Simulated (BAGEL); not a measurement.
# ROHF/def2-SVP (density fitting with qzvpp-jkfit) run of SiClOF2 (SMILES [O][Si](F)(F)Cl)

Aim: the vertical doublet–quartet gap of SiClOF2 at ROHF/def2-SVP (density fitting with qzvpp-jkfit), from 2 runs. 

The results are computed with BAGEL 1.2.2.

1 further run of the same task is left out (set aside as unsound or not needed).

### Step 1. The molecule

The species is SiClOF2 (5 atoms), meant as a doublet with charge 0. As SMILES, `[O][Si](F)(F)Cl`. The shape is that of a PBE0-D4/def2-TZVP optimisation.

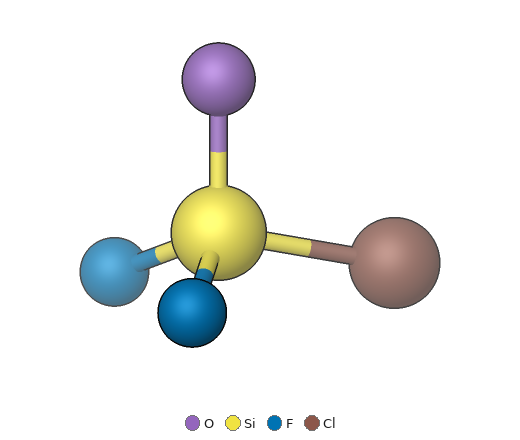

The structure, seen from a chosen angle (oxygen purple, silicon yellow, fluorine blue, chlorine brown).

### Step 2. A single-point energy at ROHF/def2-SVP (density fitting with qzvpp-jkfit)

The input, job.json:

```json
{ "bagel" : [

{
  "title" : "molecule",
  "basis" : "svp",
  "df_basis" : "qzvpp-jkfit",
  "angstrom" : true,
  "geometry" : [
    { "atom" : "O", "xyz" : [   -0.173100,    0.048700,    1.622400 ] },
    { "atom" : "Si", "xyz" : [    0.071000,   -0.092200,    0.005600 ] },
    { "atom" : "F", "xyz" : [   -0.374600,   -1.493300,   -0.542700 ] },
    { "atom" : "F", "xyz" : [    1.581700,    0.074400,   -0.383900 ] },
    { "atom" : "Cl", "xyz" : [   -1.055100,    1.388700,   -0.742800 ] }
  ]
},
{
  "title" : "rohf",
  "nopen" : 1
},
{
  "title" : "print",
  "file" : "orbitals.molden",
  "orbitals" : true
}

]}
```

Launch:

```bash
$ BAGEL_NUM_THREADS=1 BAGEL job.json > job.out
```

Log:

```text
* using 1 threads per process

  ===============================================================
  ===============================================================

  *** Geometry ***

  { "atom" : "O", "xyz" : [     -0.327112,      0.092030,      3.065892 ] },
  { "atom" : "Si", "xyz" : [      0.134171,     -0.174233,      0.010582 ] },
  { "atom" : "F", "xyz" : [     -0.707891,     -2.821928,     -1.025554 ] },
  { "atom" : "F", "xyz" : [      2.988980,      0.140596,     -0.725466 ] },
  { "atom" : "Cl", "xyz" : [     -1.993850,      2.624263,     -1.403689 ] },

  Number of auxiliary basis functions:      487

  Since a DF basis is specified, we compute 2- and 3-index integrals:
    o Being stored without compression. Storage requirement is 0.024 GB

  Number of basis functions:       78
  Number of electrons      :       57

    * METHOD: MOLECULE                             0.18

  *** Open-shell HF ***

  === Nuclear Repulsion ===
   309.2970366446

      * DIIS with orbital gradients will be used.

  === ROHF iteration (svp) ===
      0      -1021.32436244          0.05546977           0.14
      1      -1021.44401588          0.05199454           0.14
      2      -1021.53076656          0.04221318           0.14
      3      -1021.83858026          0.00763818           0.14
      4      -1021.86068162          0.00383165           0.14
      5      -1021.87128518          0.00140734           0.14
      6      -1021.87308472          0.00069286           0.14
      7      -1021.87347988          0.00051443           0.14
      8      -1021.87372967          0.00042169           0.14
      9      -1021.87408999          0.00027585           0.14
     10      -1021.87427629          0.00015131           0.14
     11      -1021.87433791          0.00005489           0.14
     12      -1021.87434619          0.00002272           0.14
     13      -1021.87434759          0.00000897           0.14
     14      -1021.87434791          0.00000329           0.14
     15      -1021.87434799          0.00000155           0.14
     16      -1021.87434801          0.00000078           0.14
     17      -1021.87434800          0.00000056           0.14
     18      -1021.87434800          0.00000043           0.14
     19      -1021.87434800          0.00000016           0.14
     20      -1021.87434801          0.00000009           0.14
     21      -1021.87434801          0.00000005           0.14
     22      -1021.87434801          0.00000003           0.14
     23      -1021.87434801          0.00000002           0.14
     24      -1021.87434801          0.00000002           0.14
     25      -1021.87434801          0.00000002           0.14
     26      -1021.87434801          0.00000002           0.14
     27      -1021.87434801          0.00000002           0.14
     28      -1021.87434801          0.00000002           0.14
     29      -1021.87434801          0.00000001           0.14
     30      -1021.87434801          0.00000001           0.14
     31      -1021.87434801          0.00000001           0.14
     32      -1021.87434801          0.00000001           0.14
    * SCF iteration converged.

    * S^2 (ROHF) is 0.7500

    * Permanent dipole moment:
           (    0.055094,    -0.078461,     0.090178) a.u.

    * METHOD: ROHF                                 4.80

    * METHOD: PRINT                                0.01

  ===============================================================
```

Run time: 5.1 s. Hardware: 1 thread of Arm Neoverse V2, shared host; peak memory 0.11 GiB.

### Step 3. The quartet

The input, calc.json:

```json
{ "bagel": [

{
  "title": "molecule",
  "basis": "svp",
  "df_basis": "qzvpp-jkfit",
  "angstrom": "true",
  "geometry": [
    { "atom": "O", "xyz": [   -0.173100,    0.048700,    1.622400 ] },
    { "atom": "Si", "xyz": [    0.071000,   -0.092200,    0.005600 ] },
    { "atom": "F", "xyz": [   -0.374600,   -1.493300,   -0.542700 ] },
    { "atom": "F", "xyz": [    1.581700,    0.074400,   -0.383900 ] },
    { "atom": "Cl", "xyz": [   -1.055100,    1.388700,   -0.742800 ] }
  ]
},
{ "title": "rohf", "nopen": 3 },
{ "title": "print", "file": "orbitals.molden", "orbitals": "true" }

]}
```

Launch:

```bash
$ BAGEL_NUM_THREADS=1 BAGEL calc.json > calc.out
```

Log:

```text
* using 1 threads per process

  ===============================================================
  ===============================================================

  *** Geometry ***

  { "atom" : "O", "xyz" : [     -0.327112,      0.092030,      3.065892 ] },
  { "atom" : "Si", "xyz" : [      0.134171,     -0.174233,      0.010582 ] },
  { "atom" : "F", "xyz" : [     -0.707891,     -2.821928,     -1.025554 ] },
  { "atom" : "F", "xyz" : [      2.988980,      0.140596,     -0.725466 ] },
  { "atom" : "Cl", "xyz" : [     -1.993850,      2.624263,     -1.403689 ] },

  Number of auxiliary basis functions:      487

  Since a DF basis is specified, we compute 2- and 3-index integrals:
    o Being stored without compression. Storage requirement is 0.024 GB

  Number of basis functions:       78
  Number of electrons      :       57

    * METHOD: MOLECULE                             0.18

  *** Open-shell HF ***

  === Nuclear Repulsion ===
   309.2970366446

      * DIIS with orbital gradients will be used.

  === ROHF iteration (svp) ===
      0      -1020.67454791          0.05990165           0.14
      1      -1020.24898765          0.07742637           0.14
      2      -1019.12013426          0.09599471           0.14
      3      -1021.33528071          0.02587836           0.14
      4      -1021.46923839          0.01055058           0.14
      5      -1021.50147225          0.00360891           0.14
      6      -1021.51277136          0.00143864           0.14
      7      -1021.51743129          0.00108334           0.14
      8      -1021.52213245          0.00072073           0.14
      9      -1021.52380927          0.00044787           0.14
     10      -1021.52441475          0.00032178           0.14
     11      -1021.52466433          0.00020993           0.14
     12      -1021.52480274          0.00015558           0.14
     13      -1021.52485357          0.00009610           0.14
     14      -1021.52487292          0.00007024           0.14
     15      -1021.52488359          0.00004769           0.14
     16      -1021.52488750          0.00003038           0.14
     17      -1021.52489016          0.00001258           0.14
     18      -1021.52489244          0.00000668           0.15
     19      -1021.52489281          0.00000428           0.14
     20      -1021.52489309          0.00000262           0.14
     21      -1021.52489314          0.00000165           0.14
     22      -1021.52489317          0.00000105           0.14
     23      -1021.52489313          0.00000066           0.14
     24      -1021.52489310          0.00000052           0.14
     25      -1021.52489310          0.00000042           0.14
     26      -1021.52489309          0.00000028           0.14
     27      -1021.52489310          0.00000014           0.14
     28      -1021.52489313          0.00000007           0.14
     29      -1021.52489312          0.00000004           0.14
     30      -1021.52489313          0.00000002           0.14
     31      -1021.52489312          0.00000001           0.14
     32      -1021.52489312          0.00000001           0.14
    * SCF iteration converged.

    * S^2 (ROHF) is 3.7500

    * Permanent dipole moment:
           (    0.569695,    -0.604677,    -1.056147) a.u.

    * METHOD: ROHF                                 4.82

    * METHOD: PRINT                                0.01

  ===============================================================
```

It took 5.4 s on 1 thread of Arm Neoverse V2, shared host; peak memory 0.11 GiB.

### Step 4. Summary of results

At ROHF/def2-SVP (density fitting with qzvpp-jkfit):

```
                                        quantity           value
                           doublet: total energy  -1021.87435 Eh
                          doublet: dipole moment          0.33 D
                                   doublet: ⟨S²⟩           0.750
                           quartet: total energy  -1021.52489 Eh
                          quartet: dipole moment          3.42 D
                                   quartet: ⟨S²⟩           3.750
vertical energy of the quartet above the doublet        9.509 eV
```

What this shows: At this shape the quartet lies 9.51 eV (917 kJ/mol) above the doublet.
